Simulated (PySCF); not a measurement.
# Neon: the same states on changed settings

These states were run before on sound settings. What differs here: a valence shell is frozen, unsound on purpose. What does it move?

The numbers are computed with PySCF 2.14.0 (unrestricted determinants in a Gaussian basis, no spin-orbit coupling in the energies), except any that are marked as measured or tabulated.

6 further runs of the same task are left out: 6 set aside as unsound or not needed.

## Step 1: The system

* Element: neon (Z = 10)
* Basis: 6-31G*
* Hamiltonian: no relativity, point nucleus
* State 1: Ne+: [He] 2s2 2p5, 2P determinant
* State 2: Ne(2+): [He] 2s2 2p4, high-spin 3P determinant
* Methods: MP2, CCSD(T)
* Core shells frozen in the correlated runs: valence: [He] 2s2 (for Ne+)

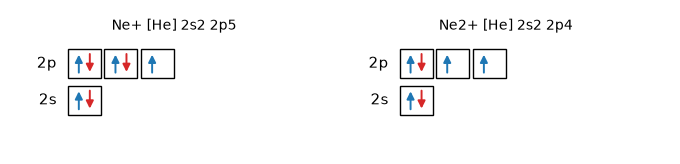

The shells outside the core, filled by Hund's rule for the drawing.

The sound run (6-31G*, the non-relativistic Hamiltonian (point nucleus), symmetry-adapted start, fine grid, valence correlation) gave:

| species | method | energy (hartree) |
| --- | --- | --- |
| Ne+ | UHF | -127.75061 |
| Ne+ | PBE | -127.99945 |
| Ne+ | M06-2X | -128.07895 |
| Ne+ | MP2 (valence) | -127.84687 |
| Ne+ | CCSD(T) (valence) | -127.85634 |
| Ne(2+) | UHF | -126.29981 |
| Ne(2+) | PBE | -126.48198 |
| Ne(2+) | M06-2X | -126.56272 |
| Ne(2+) | MP2 (valence) | -126.35644 |
| Ne(2+) | CCSD(T) (valence) | -126.36661 |

The runs were made by one driver on top of PySCF. The scripts below sum up each run's settings (the driver also hands on starting orbitals that pick excited configurations, and frozen orbitals as a list rather than a count), and the logs come from the driver's own runs. The driver starts from symmetry-adapted Hartree-Fock orbitals, holds the occupation by maximum overlap and uses a logarithmic radial grid for functionals, so a plain start would take other cycles.

It was started by

```
$ OMP_NUM_THREADS=1 python atomrun2.py TASK.json OUT
```

## Step 2: Changed run, Ne+, method by method

**MP2 (valence)**

input.py reads:

```python
from pyscf import gto, scf, dft, mp, cc
import basis_set_exchange as bse
mol = gto.M(atom="Ne 0 0 0", charge=1, spin=1, symmetry="D2h",
            basis=gto.basis.parse(bse.get_basis("6-31G*", elements=["Ne"], fmt="nwchem", header=False)))
mf = scf.UHF(mol)
mf.irrep_nelec = {'Ag': (2, 2), 'B1u': (1, 1), 'B2u': (1, 1), 'B3u': (1, 0)}
mf.kernel()
mp.UMP2(mf, frozen=2).kernel()
```

This step left no log, only its results.

Time after the integrals: 0.01 s (1 thread of Neoverse-N1, shared host).

With 5 electrons correlated, the MP2 correlation energy is -0.06042 hartree (-0.01736 same spin, -0.04306 opposite spin); the SCS form gives -0.05745. Largest pairs of shells: 2p-2p -0.0604.

**CCSD(T) (valence)**

input.py, as changed from the run before:

```diff
@@ -7,2 +7,3 @@
 mf.kernel()
-mp.UMP2(mf, frozen=2).kernel()
+mycc = cc.CCSD(mf, frozen=2).run()
+mycc.ccsd_t()
```

Output:

```text
CC2 = 0
CCSD nocc = (np.int64(3), np.int64(2)), nmo = (12, 12)
frozen orbitals [[0, 1], [0, 1]]
max_cycle = 100
direct = 0
conv_tol = 1e-08
conv_tol_normt = 1e-06
diis_space = 8
diis_start_cycle = 0
Init t2, MP2 energy = -0.0604197821779543
Init E_corr(UCCSD) = -0.0604197821856153
cycle = 1  E_corr(UCCSD) = -0.0642736799643301  dE = -0.00385389778  norm(t1,t2) = 0.0162622
cycle = 2  E_corr(UCCSD) = -0.0650822008232779  dE = -0.000808520859  norm(t1,t2) = 0.00324671
cycle = 3  E_corr(UCCSD) = -0.0653010133696006  dE = -0.000218812546  norm(t1,t2) = 0.00130693
cycle = 4  E_corr(UCCSD) = -0.0652968167689624  dE = 4.19660064e-06  norm(t1,t2) = 0.000300604
cycle = 5  E_corr(UCCSD) = -0.0652972834570891  dE = -4.66688127e-07  norm(t1,t2) = 3.57846e-05
cycle = 6  E_corr(UCCSD) = -0.0652973467296552  dE = -6.32725661e-08  norm(t1,t2) = 7.63141e-06
cycle = 7  E_corr(UCCSD) = -0.0652973497860849  dE = -3.05642975e-09  norm(t1,t2) = 1.36262e-06
cycle = 8  E_corr(UCCSD) = -0.0652973520931735  dE = -2.30708853e-09  norm(t1,t2) = 7.3261e-08
UCCSD converged
E(UCCSD) = -127.8159067689566  E_corr = -0.06529735209317347
UCCSD(T) correction = -0.000828084616007981
```

It took 0.1 s on 1 thread of Neoverse-N1, shared host, the integrals not counted.

CCSD correlation -0.06530 hartree, triples -0.00083; total -127.816735. T1 = 0.005, largest double amplitude 0.038.

## Step 3: Changed run, Ne(2+), method by method

**MP2 (valence)**

input.py reads:

```python
from pyscf import gto, scf, dft, mp, cc
import basis_set_exchange as bse
mol = gto.M(atom="Ne 0 0 0", charge=2, spin=2, symmetry="D2h",
            basis=gto.basis.parse(bse.get_basis("6-31G*", elements=["Ne"], fmt="nwchem", header=False)))
mf = scf.UHF(mol)
mf.irrep_nelec = {'Ag': (2, 2), 'B1u': (1, 0), 'B2u': (1, 1), 'B3u': (1, 0)}
mf.kernel()
mp.UMP2(mf, frozen=2).kernel()
```

The driver printed no log here.

It took 0.01 s on 1 thread of Neoverse-N1, shared host, the integrals not counted.

With 4 electrons correlated, the MP2 correlation energy is -0.02470 hartree (-0.00883 same spin, -0.01588 opposite spin); the SCS form gives -0.02199. Largest pairs of shells: 2p-2p -0.0247.

**CCSD(T) (valence)**

input.py, as changed from the run before:

```diff
@@ -7,2 +7,3 @@
 mf.kernel()
-mp.UMP2(mf, frozen=2).kernel()
+mycc = cc.CCSD(mf, frozen=2).run()
+mycc.ccsd_t()
```

Output:

```text
CC2 = 0
CCSD nocc = (np.int64(3), np.int64(1)), nmo = (12, 12)
frozen orbitals [[0, 1], [0, 1]]
max_cycle = 100
direct = 0
conv_tol = 1e-08
conv_tol_normt = 1e-06
diis_space = 8
diis_start_cycle = 0
Init t2, MP2 energy = -0.0247022674136966
Init E_corr(UCCSD) = -0.0247022674144564
cycle = 1  E_corr(UCCSD) = -0.0272121357054162  dE = -0.00250986829  norm(t1,t2) = 0.0111174
cycle = 2  E_corr(UCCSD) = -0.0277023540552888  dE = -0.00049021835  norm(t1,t2) = 0.00297444
cycle = 3  E_corr(UCCSD) = -0.0278780776967806  dE = -0.000175723641  norm(t1,t2) = 0.00115979
cycle = 4  E_corr(UCCSD) = -0.0278784987838959  dE = -4.21087115e-07  norm(t1,t2) = 0.000259757
cycle = 5  E_corr(UCCSD) = -0.0278789419390061  dE = -4.4315511e-07  norm(t1,t2) = 2.47085e-05
cycle = 6  E_corr(UCCSD) = -0.0278788770519498  dE = 6.48870562e-08  norm(t1,t2) = 2.03747e-06
cycle = 7  E_corr(UCCSD) = -0.027878883636921  dE = -6.58497111e-09  norm(t1,t2) = 1.73162e-07
UCCSD converged
E(UCCSD) = -126.327689031846  E_corr = -0.02787888363692096
UCCSD(T) correction = -0.000275123804981245
```

Time after the integrals: 0.08 s (1 thread of Neoverse-N1, shared host).

CCSD correlation -0.02788 hartree, triples -0.00028; total -126.327964. T1 = 0.003, largest double amplitude 0.032.

## Step 4: What moved

| species | method | converged | energy less sound run (eV) |
| --- | --- | --- | --- |
| Ne+ | MP2 (valence) | yes | +0.9754 |
| Ne+ | CCSD(T) (valence) | yes | +1.0777 |
| Ne(2+) | MP2 (valence) | yes | +0.8688 |
| Ne(2+) | CCSD(T) (valence) | yes | +1.0515 |

Ionisation energy of Ne+:

| method | sound run (eV) | changed run (eV) | shift (eV) |
| --- | --- | --- | --- |
| UHF | 39.478 | 39.478 | +0.000 |
| MP2 | 40.557 | 40.450 | -0.107 |
| SCS-MP2 | 40.509 | 40.443 | -0.066 |
| CCSD | 40.520 | 40.496 | -0.023 |
| CCSD(T) | 40.538 | 40.512 | -0.026 |

## Step 5: What came out

| quantity | value |
| --- | --- |
| change | a valence shell is frozen |
| runs converged | 4 of 4 |
| largest shift of a converged total energy | 1.08 eV |
| largest shift of the ionisation energy | -0.107 eV (MP2) |

**Reading.** The ionisation energy moves by up to 0.11 eV, at MP2. Freezing a valence shell removes pair correlation that changes on ionisation. The setting is unsound on purpose, so these numbers are no properties of the atom.
